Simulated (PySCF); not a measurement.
```yaml
atoms:
  - { symbol: F, position_ang: [0.0000, 0.0000, -0.6885] }
  - { symbol: F, position_ang: [0.0000, 0.0000, 0.6885] }
```

The calculation used PySCF 2.14.0, PBE0/def2-TZVP, non-relativistic Hamiltonian with scalar-relativistic core potentials where named, at a bond length of 1.377 Å.

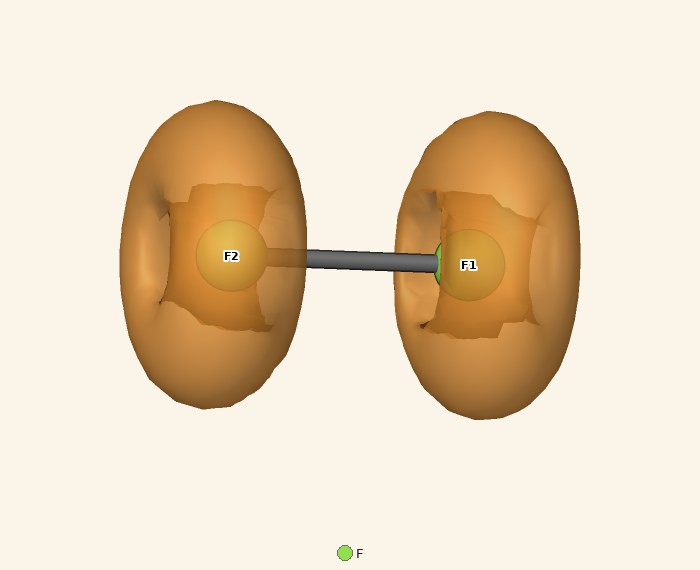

F$_{2}$. Isosurface of the electron localisation function at 0.8 (orange), seen from one side. Core shells and regions of very low density are left out.

What do the ELF domains correspond to?

The ELF exceeds this value in two regions wrapped around F (its lone pairs, merged into a ring or cap). Profiles from the grid: F–F (1.38 Å): the ELF peaks at about 0.70 between the atoms.
